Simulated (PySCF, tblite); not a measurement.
# C6H10ClFSi: geometry, infrared bands and NMR shifts

Wanted: the infrared bands and NMR shifts of C6H10ClFSi (`C=CC(=C)[SiH2][C@@H](Cl)CF`), by calculation.

Computed with tblite 0.8.0 and PySCF 2.14.0, with density-fitted response routines of our own, on a single molecule in the gas phase. Atoms count from 0, in the outputs and in this text.

## 1. The molecule as given

19 atoms, charge 0, multiplicity 1; geometry from: force field or distance geometry start.

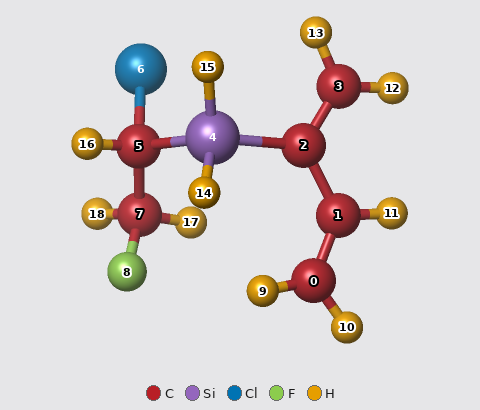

The starting geometry (carbon red, silicon purple, chlorine blue, fluorine green, hydrogen amber), atoms numbered; sticks join atoms by distance.

## 2. Relaxing the molecule with GFN2-xTB

What the job is given:

```
{"job": {"kind": "relax", "xc": "GFN2-xTB", "basis": "xTB"}, "charge": 0, "multiplicity": 1}
C     -0.662100     2.153900     0.784000
C     -1.431200     1.055100     0.792000
C     -1.004000    -0.351900     0.765000
C     -1.958400    -1.301600     0.787400
Si     0.800900    -0.830800     0.674900
C      1.433800    -0.911900    -1.086900
Cl     0.644800    -2.291800    -1.912500
C      1.251700     0.354500    -1.906200
F      2.016200     1.345400    -1.386300
H      0.408100     2.156100     0.743300
H     -1.147300     3.132600     0.822900
H     -2.508800     1.210800     0.858100
H     -3.022600    -1.073400     0.863000
H     -1.709500    -2.369900     0.769200
H      1.613200     0.131800     1.471200
H      0.971400    -2.150200     1.343800
H      2.508100    -1.145000    -1.043500
H      0.206200     0.690700    -1.936400
H      1.579700     0.204900    -2.936600
```

The run is started by

```console
OMP_NUM_THREADS=1 python probes_run.py task.json out
```

This one command runs all jobs of the session in turn.

**Question.** This job is followed by: GFN2-xTB harmonic vibrations, gas phase; GIAO PBE0/pcSseg-1 NMR shielding, non-relativistic, gas phase. What will the session give for the following? strongest single infrared mode (GFN2-xTB); zero-point energy (GFN2-xTB); 13C shifts against TMS (PBE0/pcSseg-1); 1H shifts against TMS (PBE0/pcSseg-1); 29Si shifts against TMS (PBE0/pcSseg-1); 35Cl shifts against HCl (PBE0/pcSseg-1); 19F shifts against CFCl3 (PBE0/pcSseg-1).

**Answer**, as computed:

| quantity | value |
| --- | --- |
| strongest single infrared mode (GFN2-xTB) | 2267 cm⁻¹, 324 km/mol |
| zero-point energy (GFN2-xTB) | 86.6 kcal/mol |
| 13C shifts against TMS (PBE0/pcSseg-1) | 151.5, 146.4, 145.9, 126.0, 85.8, 45.2 ppm |
| 1H shifts against TMS (PBE0/pcSseg-1) | 6.85, 6.45, 6.11, 5.93, 5.58, 5.09, 4.93, 4.54, 4.27, 3.57 ppm |
| 29Si shifts against TMS (PBE0/pcSseg-1) | -43.4 ppm |
| 35Cl shifts against HCl (PBE0/pcSseg-1) | 68 ppm |
| 19F shifts against CFCl3 (PBE0/pcSseg-1) | -231.7 ppm |

In words: Relaxing lowered the energy by 0.154 eV in 108 steps; the close pair that moved most is Si4–C5, from 1.874 to 1.929 Å. All 51 modes are real, so the xTB geometry is a minimum. The strongest single mode, at 2267 cm⁻¹, moves mainly H15. GFN2-xTB is a fitted tight-binding method: band positions and strengths are rough. Its intensities can rank the bands wrongly. The most deshielded hydrogen is H11 (hydrogen on an alkene CH), at 6.85 ppm: olefinic region. At PBE0/pcSseg-1: The widest tensor belongs to Cl6: span 312 ppm, with a paramagnetic part of -267 ppm.
